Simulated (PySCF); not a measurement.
**H$_{4}$O$_{4}$Ti, SMILES `O[Ti](O)(O)O`: what the electrons do**

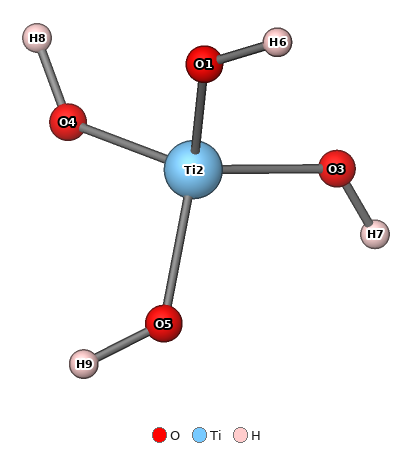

The molecule, with its atoms numbered as below. No frequency check shows the geometry to be a minimum.

Coordinates in Å:

```
O1       0.3526    1.3940    0.9680
Ti2      0.0001   -0.0000   -0.0002
O3       1.3943   -0.3524   -0.9677
O4      -1.3944    0.3524   -0.9677
O5      -0.3527   -1.3939    0.9680
H6       1.1938    1.6761    1.3379
H7       1.6793   -1.1925   -1.3378
H8      -1.6794    1.1925   -1.3378
H9      -1.1938   -1.6761    1.3379
```

## 1. Bonding charge

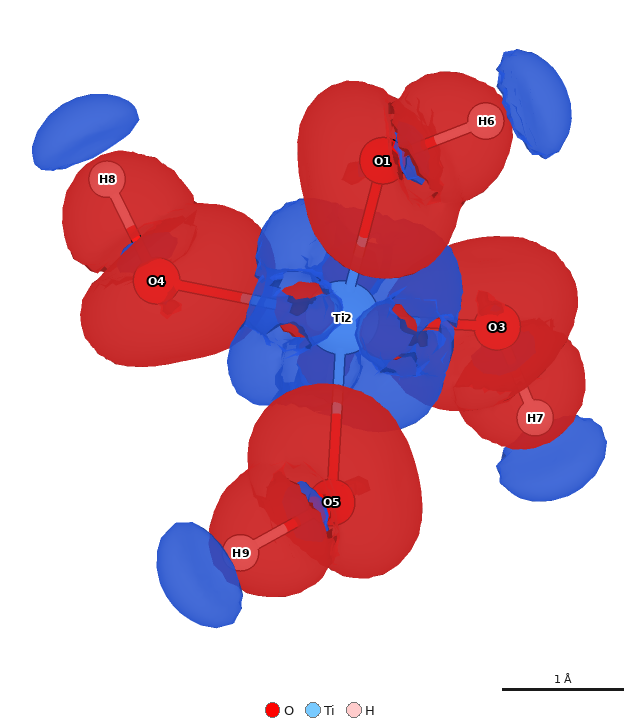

Deformation density (molecule less spherical, spin-averaged free atoms at the same positions), surfaces at ±0.08 e/Å³; red: gain, blue: loss.

PySCF calculation, ωB97X/def2-TZVP, gas phase; geometry: GFN2-xTB. This is a single-reference result, which may miss multireference character in this system.

Q: How much density has each bond gained at its critical point, relative to the free atoms?

A: O1–H6, O5–H9, O3–H7 and O4–H8: +0.80 e/Å³ at the bond critical point (bond length 0.96 Å, Mayer order 0.9). Ti2–O3, Ti2–O5, O1–Ti2 and Ti2–O4: +0.16 e/Å³ at the bond critical point (bond length 1.73 Å, Mayer order 1.0). In all, 2.4 electrons gather in the regions of gain relative to the promolecule.

Q: Where do the Hirshfeld charges lie?

A: The highest Hirshfeld charge is on Ti2 (+0.72 e), the lowest on O1, O3, O4 and O5 (−0.36 e).

## 2. Local ionisation energy

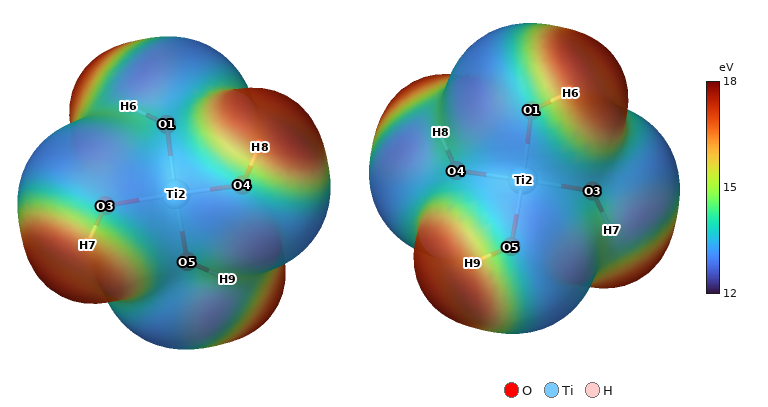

Average local ionisation energy on the surface of electron density 0.001 a.u. (back view left, front view right).

Q: Where are the most loosely bound electrons on this surface?

A: The lowest value is 12.9 eV, 1.9 Å from O1, and at like points elsewhere. For comparison, the highest occupied orbital lies at −11.3 eV.

## 3. In an electric field

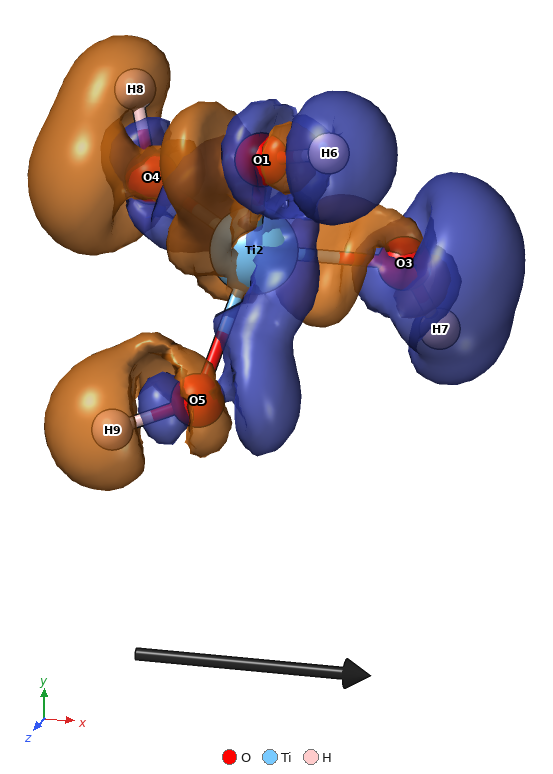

Change of the electron density in a uniform field of 0.21 V/Å along +x (arrow), surfaces at ±0.0015 e/Å³ (orange: gain, blue: loss).

Method: ωB97X/def2-TZVP; geometry: GFN2-xTB; program: PySCF. This is a single-reference result, which may miss multireference character in this system. A basis without diffuse functions makes polarisabilities too small.

Q: What dipole is induced, and what polarisability does it imply?

A: The induced dipole is 0.47 D (along the field); α along this axis, from the fields in both directions, is 46 bohr³ (6.9 Å³).

Q: Which atoms gain and lose the most charge?

A: Electrons gather most on O4 (Hirshfeld charge changes by −0.008 e) and leave O3 most (+0.008 e); 0.045 electrons are displaced in all.
